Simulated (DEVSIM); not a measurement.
System: abrupt Ge n-p junction, at 250 K.

| layer (left to right) | material | thickness (μm) | Nd (cm⁻³) | Na (cm⁻³) | τn (s) | τp (s) |
|---|---|---|---|---|---|---|
| 1 | Ge | 0.660 | 3.2e16 | - | 8.9e-6 | 8.9e-6 |
| 2 | Ge | 290 | - | 1.6e17 | 8.9e-6 | 8.9e-6 |

Left contact: ohmic. Right contact: ohmic. Voltage is applied to the left contact. Recombination: SRH at mid-gap, Auger. Mobility is constant in doping.

Constants are typed, rounded textbook-type inputs, not results; the design itself was drawn at random and stands for no fabricated device. Values at 300 K; Nc and Nv go as T^1.5, mobilities as T to minus their exponent, the gap by Varshni's rule with the affinity fixed.

```tsv
parameter	Ge
gap (eV)	0.664
affinity (eV)	4
permittivity	16
Nc (cm⁻³)	1.04e19
Nv (cm⁻³)	6e18
μn (cm²/Vs)	3900
μp (cm²/Vs)	1900
T exponent of μn	1.66
T exponent of μp	2.33
Cn (cm⁶/s)	1e-31
Cp (cm⁶/s)	1e-31
Varshni α (eV/K)	0.000477
Varshni β (K)	235
```

Simulated with DEVSIM: 1D drift-diffusion, Boltzmann statistics, complete ionisation; no tunnelling, impact ionisation, image-force lowering or self-heating.

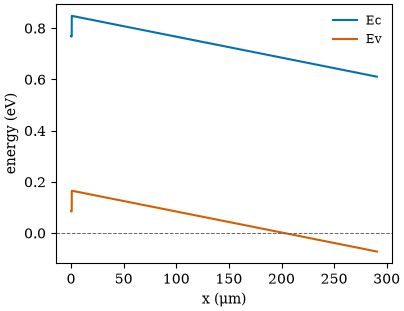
Figure: Band edges at -0.65 V on the left contact

Energies count from the Fermi level of the right contact; mesh points crowd at the junctions.

| x (μm) | Ec (eV) | Ev (eV) | n (cm⁻³) | p (cm⁻³) | field (V/cm) |
|---|---|---|---|---|---|
| 0.000 | 0.769 | 0.086 | 3.2e16 | 1.9e7 | -41 |
| 0.04082 | 0.769 | 0.086 | 3.2e16 | 2.5e14 | -41 |
| 0.1394 | 0.768 | 0.085 | 3.3e16 | 8.4e14 | -39 |
| 0.3799 | 0.767 | 0.084 | 3.4e16 | 2.2e15 | -36 |
| 0.5980 | 0.771 | 0.088 | 2.9e16 | 4.2e15 | 1900 |
| 0.6518 | 0.806 | 0.124 | 5.6e15 | 2.3e16 | 15000 |
| 0.6821 | 0.844 | 0.161 | 9.7e14 | 1.3e17 | 3700 |
| 0.8134 | 0.848 | 0.165 | 8.0e14 | 1.6e17 | ≈ 0 |
| 1.128 | 0.848 | 0.165 | 8.0e14 | 1.6e17 | ≈ 0 |
| 2.001 | 0.847 | 0.164 | 8.0e14 | 1.6e17 | ≈ 0 |
| 4.271 | 0.845 | 0.162 | 8.0e14 | 1.6e17 | ≈ 0 |
| 14.62 | 0.837 | 0.154 | 8.0e14 | 1.6e17 | ≈ 0 |
| 39.42 | 0.816 | 0.134 | 7.9e14 | 1.6e17 | ≈ 0 |
| 108.2 | 0.760 | 0.077 | 7.8e14 | 1.6e17 | ≈ 0 |
| 238.4 | 0.654 | -0.029 | 6.5e14 | 1.6e17 | ≈ 0 |
| 271.1 | 0.627 | -0.056 | 3.9e14 | 1.6e17 | ≈ 0 |
| 283.6 | 0.616 | -0.066 | 1.8e14 | 1.6e17 | ≈ 0 |
| 288.1 | 0.613 | -0.070 | 6.9e13 | 1.6e17 | ≈ 0 |
| 290.0 | 0.611 | -0.072 | 1.8e13 | 1.6e17 | ≈ 0 |
| 290.4 | 0.611 | -0.072 | 6.4e12 | 1.6e17 | ≈ 0 |
| 290.6 | 0.611 | -0.072 | 1.9e12 | 1.6e17 | ≈ 0 |
| 290.7 | 0.611 | -0.072 | 3900000 | 1.6e17 | ≈ 0 |
